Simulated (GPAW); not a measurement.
# Screening of a field by 1T-SiSSe monolayer, part 2 of 2

Aim: the dipole that a field along the normal induces in 1T-SiSSe monolayer.

GPAW 26.7.0; GPAW, PAW setups; layer in a repeated cell with vacuum, relaxation of atoms and in-plane cell (the session's first sound run).

So far. Step 8 (In a field): The dipole is now 0.00810 e Å, against -0.019 in the run without a field. Step 9 (Field on): The dipole is now 0.0350 e Å, against -0.019 in the run without a field.

## 10. In a field

Level of this step: GPAW, PAW setups; slab in vacuum (GPAW).

The input, run.py:

```python
import json
import numpy as np
from ase import Atoms
from gpaw import GPAW, PW
from gpaw.external import ConstantElectricField

slab = Atoms(
    ['Se', 'Si', 'S'],
    positions=[
        [1.70481, 0.98427, 8.00000],
        [-0.00000, 0.00000, 9.45658],
        [-0.00000, 1.96854, 10.76174]],
    cell=[[3.40961, -0.0, 0.0], [-1.70481, 2.95282, 0.0], [0.0, 0.0, 18.7617]],
    pbc=[True, True, False])

slab.calc = GPAW(mode=PW(400), xc='PBE', kpts={'size': (9, 9, 1), 'gamma': True},
                 occupations={'name': 'fermi-dirac', 'width': 0.05}, nbands='200%',
                 convergence={'density': 1e-05}, maxiter=200,
                 poissonsolver={'dipolelayer': 'xy'},
                 external=ConstantElectricField(0.3, [0, 0, 1]),
                 symmetry={'tolerance': 1e-3}, txt='slab.txt')
result = {}
energy = slab.get_potential_energy()
fermi = slab.calc.get_fermi_level()
v = slab.calc.get_electrostatic_potential().mean((0, 1)) - fermi
n = slab.calc.get_pseudo_density().mean((0, 1))
L = slab.cell[2, 2]
z = np.arange(len(v)) * L / len(v)
low, high = slab.positions[:, 2].min(), slab.positions[:, 2].max()
below, above = np.interp([low - 5.8, high + 5.8], z, v)
slopes = [np.interp(x, z, np.gradient(v, z)) for x in (low - 5.8, high + 5.8)]
eps = np.array([[slab.calc.get_eigenvalues(k, s) for k in range(len(slab.calc.get_ibz_k_points()))]
                for s in range(slab.calc.get_number_of_spins())]) - fermi
top, bottom = eps[eps < 0].max(), eps[eps > 0].min()
dipole = slab.get_dipole_moment()[2]
print(f'energy {energy:.4f} eV, Fermi level {fermi:.4f} eV, dipole {dipole:.5f} e A')
print(f'potential 5.8 A off the faces, from the Fermi level: lower {below:.4f} eV, upper {above:.4f} eV')
print(f'slope of the potential there: lower {slopes[0]:.5f}, upper {slopes[1]:.5f} eV/A')
print(f'nearest levels on the mesh: {top:.4f} and {bottom:.4f} eV')
print('magnetic moment', round(slab.get_magnetic_moment(), 3))
result.update(energy=energy, fermi=fermi, dipole=dipole, below=below, above=above, slopes=slopes, edges=[top, bottom],
              z=z.tolist(), v=v.tolist(), n=n.tolist(), positions=slab.positions.tolist(),
              forces=slab.get_forces(apply_constraint=False).tolist(), moments=slab.get_magnetic_moments().tolist())
json.dump(result, open('result.json', 'w'))
```

Run with:

```
$ OMP_NUM_THREADS=1 OPENBLAS_NUM_THREADS=1 python run.py
```

The program printed:

```text
energy -14.1992 eV, Fermi level -1.8590 eV, dipole 0.06196 e A
potential 5.8 A off the faces, from the Fermi level: lower 6.0541 eV, upper 4.9397 eV
slope of the potential there: lower 0.00006, upper 0.00010 eV/A
nearest levels on the mesh: -0.3937 and 0.3865 eV
magnetic moment 0.0
```

Elapsed: 18 s, on 1 thread of AMD EPYC 9B14 (Zen 4), shared host; peak memory 0.23 GiB.

Electrostatic potential energy of an electron (without an applied field's), less the Fermi level, planar mean against z:

```csv
z (Å),"electrostatic potential energy of an electron (without an applied field's), less the Fermi level, planar mean (eV)"
0,5.50
2,6.05
4,6.05
6,5.90
8,-18.5
10,-7.21
12,4.03
14,4.94
16,4.94
18,4.94
```

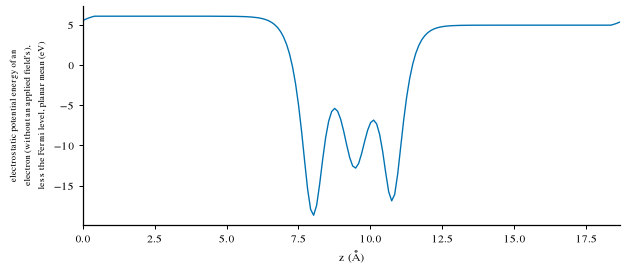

Electrostatic potential energy of an electron (without an applied field's), less the Fermi level, planar mean against z.

The dipole is now 0.0620 e Å, against -0.019 in the run without a field.

## 11. The series

The members are put on one axis.

This step: induced dipole against applied field (GPAW 26.7.0).

The dipole along the normal by field:

```csv
field (V/Å),dipole along the normal (e·Å)
-0.200,-0.0726
-0.100,-0.0457
-0.050,-0.0322
0.000,-0.0187
0.050,-0.00535
0.100,0.00810
0.200,0.0350
0.300,0.0620
```

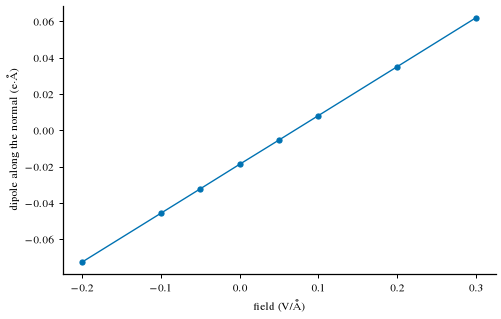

Dipole along the normal, plotted against field.

## 12. A changed run

One more run, with changed settings.

This step: GPAW, PAW setups; slab in vacuum (GPAW 26.7.0).

Edit run.py of step 10 so:

```diff
@@ -4,3 +4,2 @@
 from gpaw import GPAW, PW
-from gpaw.external import ConstantElectricField
 
@@ -16,6 +15,5 @@
 slab.calc = GPAW(mode=PW(400), xc='PBE', kpts={'size': (9, 9, 1), 'gamma': True},
-                 occupations={'name': 'fermi-dirac', 'width': 0.05}, nbands='200%',
-                 convergence={'density': 1e-05}, maxiter=200,
+                 occupations={'name': 'fermi-dirac', 'width': 1.0}, nbands='200%',
+                 convergence={'density': 1e-05}, maxiter=75,
                  poissonsolver={'dipolelayer': 'xy'},
-                 external=ConstantElectricField(0.3, [0, 0, 1]),
                  symmetry={'tolerance': 1e-3}, txt='slab.txt')
```

The program printed:

```text
energy -13.8000 eV, Fermi level -1.4604 eV, dipole -0.01553 e A
potential 5.8 A off the faces, from the Fermi level: lower 5.1018 eV, upper 5.3883 eV
slope of the potential there: lower -0.03390, upper 0.02614 eV/A
nearest levels on the mesh: -0.1626 and 0.4631 eV
magnetic moment 0.0
```

Wall time 9.5 s (1 thread); peak memory 0.18 GiB.

The run finished. A setting was moved off its sound value on purpose, so it serves as a test and not as the result.

The fault put into the input: a smearing of electronvolts (width = 1.0).

Side by side:

```csv
quantity,this run,sound run,difference
dipole along the normal (e·Å),-0.015531,-0.018730,0.00320
```

## 13. What came out

```yaml
work_function_upper_and_lower_face_fermi_level_placed_in_the_gap_by_the_smearing: 5.631 and 5.293 eV
ionisation_energy_from_the_upper_face_highest_filled_level_on_the_mesh: 6.02 eV
electron_affinity_from_the_upper_face_lowest_empty_kohn_sham_level_on_the_mesh: 5.25 eV
dipole_along_the_normal: -0.0187 e Å
induced_dipole_per_field: 0.269 e Å per V/Å
out_of_plane_polarisability_per_area_alpha_eps_0_a: 4.84 Å
```

In words: The field induces 0.269 e Å per V/Å, a polarisable thickness α/(ε0 A) of 4.84 Å beside 2.76 Å between the outermost nuclei. A perfect conductor would give the distance between its two image planes; a dielectric of thickness t gives t(1 - 1/ε). The two faces differ by 0.34 eV, the step that the slab's dipole makes (e p/(ε0 A) gives 0.34 eV), so the dipole layer is needed. The levels nearest the Fermi level on the mesh lie 0.766 eV apart, so the slab is gapped there: the smearing puts the Fermi level inside the gap, and from either face the ionisation energy is the work function plus 0.39 eV. Both are Kohn-Sham levels on the mesh, and semilocal gaps are too small, so the affinity tends to come out too large and the ionisation energy too small. The induced dipole is linear in the field over this range. The relaxation of atoms and cell ran in a fully periodic cell without the dipole layer, so the atoms of this polar layer felt a small spurious field. The layer's cell and atoms come from the relaxation; spin-orbit coupling and temperature are left out.

[Logs are printed without paths, hosts, clocks, repeated set-up lines and the standing remarks that a program may print on its own settings, such as how far it seeks lower states.]

[Hosts, paths, dates, database ids (printed as entryN), source tags and the programs' standing remarks are cut or masked in the printed files.]
